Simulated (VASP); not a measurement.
# OsRh with LAK: from relaxation to properties

Wanted: the relaxed cell of OsRh and its properties. The steps: rough relaxation of the start cell, full relaxation (LAK), single point with fields (LAK), band structure (LAK), density of states (LAK), bands along the symmetry lines (LAK + SOC), volume scan with LAK, fit for LAK and total and projected DOS (LAK), changed input. The cell is invented: it takes the structure of a Materials Project entry for PtRh (space group 166 there), with some of its atoms replaced by other elements, volume scaled by an estimate. It may not be a known or stable phase. Left out of this account: 1 further run (core levels: core levels are not valid at this level).

Program: VASP 6.6.1. Level of theory: LAK; plane waves and PAW (Os, Rh_pv), in the first sound run; inputs show where later runs differ. Results are calculated unless marked as measured.

## 1. The starting structure

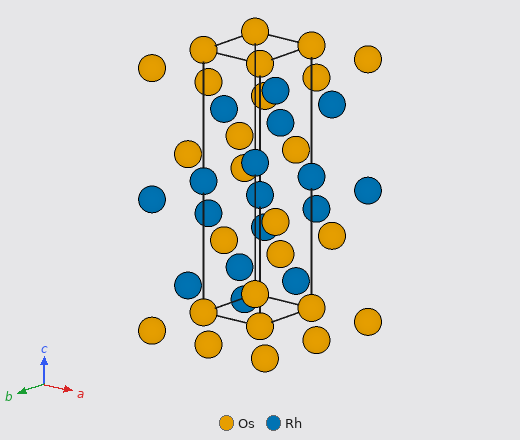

Start, viewed from a free direction; osmium orange, rhodium blue. 2×2×1 cells are drawn. This picture shows the conventional cell, with its axes. Some periodic images of atoms are drawn too.

Coordinates:

```xyz
2
Lattice="1.3649 0.7880 4.4588 -1.3649 0.7880 4.4588 0.0000 -1.5761 4.4588" Properties=species:S:1:pos:R:3 pbc="T T T"
Os    0.0000    0.0000    0.0000
Rh    0.0000    0.0000    6.6882
```

## 2. Rough relaxation of the start cell

The start is only an estimate, so a cheap relaxation brings it near a minimum before any careful run. LAK is a meta-GGA built to open gaps without exact exchange.

File INCAR:

```
SYSTEM = OsRh
PREC = Normal
ENCUT = 400
EDIFF = 1E-05
NELM = 60
ISMEAR = 1
SIGMA = 0.2
LREAL = .FALSE.
ALGO = Normal
METAGGA = LAK
LASPH = .TRUE.
NBANDS = 17
LORBIT = 11
LWAVE = .FALSE.
LCHARG = .FALSE.
IBRION = 2
NSW = 40
ISIF = 3
EDIFFG = -0.04
```

File POSCAR:

```
OsRh
1.0
    1.3649200000      0.7880370000      4.4587930000
   -1.3649200000      0.7880370000      4.4587930000
    0.0000000000     -1.5760740000      4.4587930000
Os Rh
1 1
Direct
    0.0000000000      0.0000000000      0.0000000000
    0.5000000000      0.5000000000      0.5000000000
```

File KPOINTS:

```
Automatic mesh
0
Gamma
7 7 7
0 0 0
```

PAW data sets: Os and Rh_pv (PBE family, release 64).

Command:

```console
mpirun -np 1 vasp_std
```

The program printed:

```text
[banner, memory and clock lines left out]
running    1 mpi-ranks, on    1 nodes
 distrk:  each k-point on    1 cores,    1 groups
 distr:  one band on    1 cores,    1 groups

 POSCAR found type information on POSCAR OsRh
 POSCAR found :  2 types and       2 ions
|                                                                             |
|               ----> ADVICE to this user running VASP <----                  |
|                                                                             |
|     You enforced a specific xc type in the INCAR file but a different       |
|     [... a line on the potential file left out ...]
|     I HOPE YOU KNOW WHAT YOU ARE DOING!                                     |
|                                                                             |

 LDA part: xc-table for (None), standard interpolation
 POSCAR, INCAR and KPOINTS ok, starting setup
 FFT: planning ... GRIDC
 FFT: planning ... GRID_SOFT
 FFT: planning ... GRID
 WAVECAR not read
 entering main loop
       N       E                     dE             d eps       ncg     rms          rms(c)
DAV:   1     0.244992711061E+03    0.24499E+03   -0.12204E+04  1640   0.117E+03
DAV:   2     0.631996439415E+02   -0.18179E+03   -0.17709E+03  1627   0.394E+02
DAV:   3     0.591254645793E+02   -0.40742E+01   -0.40191E+01  1810   0.610E+01
DAV:   4     0.590942584406E+02   -0.31206E-01   -0.31169E-01  1724   0.540E+00
DAV:   5     0.590937999883E+02   -0.45845E-03   -0.45843E-03  1787   0.640E-01    0.234E+01
DAV:   6     0.709859619854E+02    0.11892E+02   -0.20577E+01  1762   0.421E+01    0.386E+00
DAV:   7     0.706487069670E+02   -0.33726E+00   -0.71488E+00  1704   0.189E+01    0.773E+00
DAV:   8     0.711489059098E+02    0.50020E+00   -0.24124E+00  1684   0.126E+01    0.220E+00
DAV:   9     0.711736529747E+02    0.24747E-01   -0.24042E-01  1596   0.445E+00    0.869E-01
DAV:  10     0.711762837319E+02    0.26308E-02   -0.29085E-02  1673   0.146E+00    0.318E-01
DAV:  11     0.711754969170E+02   -0.78681E-03   -0.94879E-03  1744   0.899E-01    0.138E-01
DAV:  12     0.711756098958E+02    0.11298E-03   -0.14353E-03  1562   0.295E-01    0.546E-02
DAV:  13     0.711754941341E+02   -0.11576E-03   -0.26321E-04  1569   0.144E-01    0.383E-02
DAV:  14     0.711755007024E+02    0.65683E-05   -0.14320E-04  1539   0.841E-02    0.207E-02
DAV:  15     0.711754953489E+02   -0.53535E-05   -0.14250E-05  1026   0.358E-02
   1 F= 0.71175495E+02 E0= 0.71174733E+02  d E =0.711755E+02
 curvature:   0.00 expect dE= 0.000E+00 dE for cont linesearch  0.000E+00
 trial: gam= 0.00000 g(F)=  0.186E-58 g(S)=  0.401E-01 ort = 0.000E+00 (trialstep = 0.100E+01)
 search vector abs. value=  0.401E-01
 bond charge predicted
       N       E                     dE             d eps       ncg     rms          rms(c)
DAV:   1     0.708257226673E+02   -0.34978E+00   -0.11129E+01  1541   0.321E+01    0.461E+00
DAV:   2     0.706946425798E+02   -0.13108E+00   -0.51789E+00  1755   0.189E+01    0.580E+00
DAV:   3     0.711992120399E+02    0.50457E+00   -0.23361E+00  1687   0.111E+01    0.104E+00
DAV:   4     0.711848578084E+02   -0.14354E-01   -0.10064E-01  1583   0.243E+00    0.468E-01
DAV:   5     0.711839946552E+02   -0.86315E-03   -0.90705E-03  1972   0.832E-01    0.238E-01
DAV:   6     0.711834714339E+02   -0.52322E-03   -0.12539E-03  1604   0.330E-01    0.451E-02
DAV:   7     0.711834435968E+02   -0.27837E-04   -0.14453E-04  1907   0.989E-02    0.201E-02
DAV:   8     0.711834449370E+02    0.13402E-05   -0.21648E-05  1223   0.372E-02
   2 F= 0.71183445E+02 E0= 0.71182600E+02  d E =0.794959E-02
[...]
3 F= 0.71166814E+02 E0= 0.71166059E+02  d E =-.868089E-02
[...]
4 F= 0.71168915E+02 E0= 0.71168099E+02  d E =0.210090E-02
 trial-energy change:    0.002101  1 .order    0.001966   -0.003967    0.007898
 step:   0.2830(harm=  0.2961)  dis= 0.00000  next Energy=    71.166185 (dE=-0.629E-03)
 bond charge predicted
       N       E                     dE             d eps       ncg     rms          rms(c)
DAV:   1     0.711250199415E+02   -0.43896E-01   -0.73957E-01  1560   0.905E+00    0.167E+00
DAV:   2     0.710456330061E+02   -0.79387E-01   -0.11875E+00  1752   0.891E+00    0.315E+00
DAV:   3     0.711725315062E+02    0.12690E+00   -0.60513E-01  1721   0.561E+00    0.303E-01
DAV:   4     0.711660918869E+02   -0.64396E-02   -0.21280E-02  1570   0.112E+00    0.156E-01
DAV:   5     0.711662236009E+02    0.13171E-03   -0.15583E-03  1715   0.378E-01    0.636E-02
DAV:   6     0.711661843308E+02   -0.39270E-04   -0.50714E-05  1769   0.601E-02    0.302E-02
DAV:   7     0.711661619637E+02   -0.22367E-04   -0.27559E-05  1548   0.423E-02    0.559E-03
DAV:   8     0.711661622953E+02    0.33159E-06   -0.24721E-06   780   0.150E-02
   5 F= 0.71166162E+02 E0= 0.71165394E+02  d E =-.652164E-03
 curvature:  -0.17 expect dE=-0.216E-06 dE for cont linesearch -0.189E-06
 trial: gam=-0.01278 g(F)=  0.738E-58 g(S)=  0.130E-05 ort = 0.756E-04 (trialstep = 0.765E+00)
 search vector abs. value=  0.189E-06
 reached required accuracy - stopping structural energy minimisation
```

Elapsed: 91 s, on 1 MPI rank of Intel Xeon 6975P-C (Granite Rapids), shared host; peak memory 0.15 GiB.

Lines that name or quote the potential files are left out of all logs, and their timing lines are given in words.

OUTCAR, selected parts (step 2):

```text
ion  position               nearest neighbor table
   1  0.000  0.000  0.000-   2 2.73   2 2.73   2 2.73   2 2.73   2 2.73   2 2.73
   2  0.500  0.500  0.500-   1 2.73   1 2.73   1 2.73   1 2.73   1 2.73   1 2.73

  LATTYP: Found a trigonal (rhomboedric) cell.
 ALAT       =     4.7291483310
 COS(alpha) =     0.8333986279

 Subroutine GETGRP returns: Found 12 space group operations
 (whereof 12 operations were pure point group operations)

The static configuration has the point symmetry D_3d.

 Found     44 irreducible k-points:

   k-points           NKPTS =     44   k-points in BZ     NKDIM =     44   number of bands    NBANDS=     17

   dimension x,y,z NGX =    24 NGY =   24 NGZ =   24
   dimension x,y,z NGXF=    48 NGYF=   48 NGZF=   48

   ENCUT  =  400.0 eV  29.40 Ry    5.42 a.u.   7.71  7.71  7.71*2*pi/ulx,y,z

   NELECT =      23.0000    total number of electrons

 k-points in reciprocal lattice and weights: Automatic mesh
   0.00000000  0.00000000  0.00000000       0.003
   0.14285714 -0.00000000  0.00000000       0.017
   0.28571429  0.00000000  0.00000000       0.017
   0.42857143 -0.00000000 -0.00000000       0.017
   0.14285714  0.14285714  0.00000000       0.017
   0.28571429  0.14285714  0.00000000       0.035
   0.42857143  0.14285714  0.00000000       0.035
  -0.42857143  0.14285714 -0.00000000       0.035
  -0.28571429  0.14285714 -0.00000000       0.035
[...]
0.42857143  0.42857143  0.42857143       0.006
  -0.42857143  0.42857143  0.42857143       0.017

 average (electrostatic) potential at core
       1 -49.4558       2 -78.5442

 E-fermi :  10.3399

 k-point     1 :       0.0000    0.0000    0.0000
  band No.  band energies     occupation
    ...
      9       7.2431      2.00000
     10       7.2431      2.00000
     11       9.4778      2.00000
     12       9.4778      2.00000
     13      10.3117      1.23630
     14      11.8442     -0.00000
     15      11.8442     -0.00000
     16      19.1068      0.00000
     17      25.5157      0.00000

 k-point     2 :       0.1429   -0.0000    0.0000
  band No.  band energies     occupation
    ...
      9       7.5447      2.00000
     10       7.6738      2.00000
     11       8.2710      2.00000
     12       9.0914      2.00000
     13       9.6850      2.00004
     14      11.5259     -0.00000
     15      14.3197     -0.00000
     16      19.0570      0.00000
     17      26.8692      0.00000

 k-point     3 :       0.2857    0.0000    0.0000
  band No.  band energies     occupation
    ...
      8       6.9762      2.00000
      9       7.4390      2.00000
     10       8.1950      2.00000
     11       8.8523      2.00000
     12       9.3765      2.00000
     13      10.7157     -0.02317
     14      11.0485     -0.00001
     15      16.4822      0.00000
     16      20.3873      0.00000
     17      23.9281      0.00000

  Total       -0.0008195     -0.0008195      0.0072614     -0.0000000      0.0000000      0.0000000
  in kB       -0.0458930     -0.0458930      0.4066606     -0.0000000      0.0000000      0.0000000
  external PRESSURE =       0.1049582 kB  Pullay stress =       0.0000000 kB

  energy-cutoff  :      400.00
  volume of cell :       28.61
      direct lattice vectors                 reciprocal lattice vectors
     1.354373958  0.781948238  4.502241725     0.369174257  0.213142838  0.074037192
    -1.354373958  0.781948238  4.502241725    -0.369174257  0.213142838  0.074037192
     0.000000000 -1.563896476  4.502241725     0.000000000 -0.426285676  0.074037192

 POSITION                                       TOTAL-FORCE (eV/Angst)
 -----------------------------------------------------------------------------------
      0.00000      0.00000      0.00000         0.000000     -0.000000     -0.000000
      0.00000      0.00000      6.75336         0.000000      0.000000      0.000000
 -----------------------------------------------------------------------------------
    total drift:                               -0.000000      0.000000      0.000000

  FREE ENERGIE OF THE ION-ELECTRON SYSTEM (eV)
  ---------------------------------------------------
  free  energy   TOTEN  =        71.1661622953 eV

  energy  without entropy=       71.1638567655  energy(sigma->0) =       71.16539379

 reached required accuracy - stopping structural energy minimisation

 total charge
# of ion       s       p       d       tot
------------------------------------------
    1        0.671   0.695   5.913   7.279
    2        0.386   6.312   7.092  13.790
--------------------------------------------------
tot          1.057   7.007  13.005  21.069

[... 3 further parts left out ...]
```

CONTCAR:

```
OsRh
   1.00000000000000
     1.3543739579587057    0.7819482381496554    4.5022417251314675
    -1.3543739579587057    0.7819482381496554    4.5022417251314675
     0.0000000000000000   -1.5638964762993108    4.5022417251314675
  Os              Rh
     1     1
Direct
     0.0000000000000000    0.0000000000000000    0.0000000000000000
     0.5000000000000000    0.5000000000000000    0.5000000000000000
```

This run has no spin polarisation. Its electron count is odd, so without a moment it is a metal by construction. The k-mesh is coarse for a metal. This relaxation is a rough one on cheap settings, only to bring the start near its minimum. The PAW data sets were made with PBE, which is usual practice but a small mismatch for other functionals. The run keeps the 12 symmetry operations of its start, so it cannot find a distortion of lower symmetry.

Step by step:

| step | energy less that of the first step (eV) | largest force (eV/Å) | pressure (GPa) | volume (Å³) |
| --- | --- | --- | --- | --- |
| 1 | 0.0000 | 0.0000 | -1.73 | 28.78 |
| 2 | 0.0080 | 0.0000 | 6.00 | 28.12 |
| 3 | -0.0087 | 0.0000 | 1.28 | 28.50 |
| 4 | -0.0066 | 0.0000 | -2.54 | 28.85 |
| 5 | -0.0093 | 0.0000 | 0.01 | 28.61 |

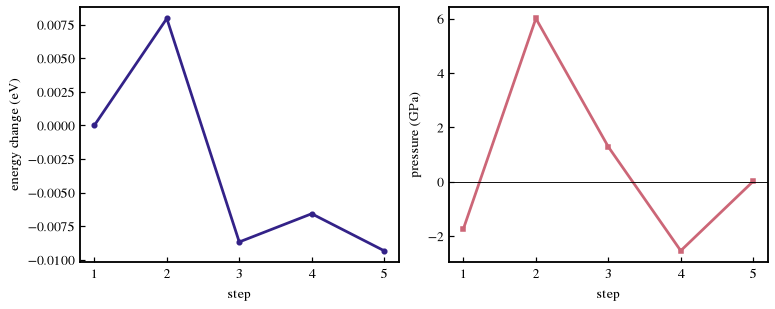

Energy and pressure along the relaxation.

| conventional cell, symmetrised | before | after | change |
| --- | --- | --- | --- |
| a (Å) | 2.730 | 2.709 | -0.8 % |
| b (Å) | 2.730 | 2.709 | -0.8 % |
| c (Å) | 13.376 | 13.507 | +1.0 % |
| volume (Å³/atom) | 14.39 | 14.30 | -0.6 % |

The relaxed structure:

```xyz
2
Lattice="1.3544 0.7819 4.5022 -1.3544 0.7819 4.5022 0.0000 -1.5639 4.5022" Properties=species:S:1:pos:R:3 pbc="T T T"
Os    0.0000    0.0000    0.0000
Rh    0.0000    0.0000    6.7534
```

Numbers from this step:

* electrons: 23
* bands: 17
* irreducible k-points: 44
* symmetry operations: 12
* free energy (TOTEN): 71.1662 eV
* energy at zero smearing: 71.1654 eV
* Fermi energy: 10.34 eV
* pressure: 0.01050 GPa
* metallic: yes
* SCF cycles over all ionic steps: 47

It ends with forces that vanish by symmetry and a pressure of 0.01 GPa.

[end of part 1 of 5]

[Lines on the potential files, build, host, timing and source positions are cut from VASP's logs without a mark.]

[Logs are printed without paths, hosts, clocks, repeated set-up lines and the standing remarks that a program may print on its own settings, such as how far it seeks lower states.]

[Hosts, paths, dates, database ids (printed as entryN), source tags and the programs' standing remarks are cut or masked in the printed files.]

[A measured line is paired with the nearest computed mode of its activity, which favours agreement.]
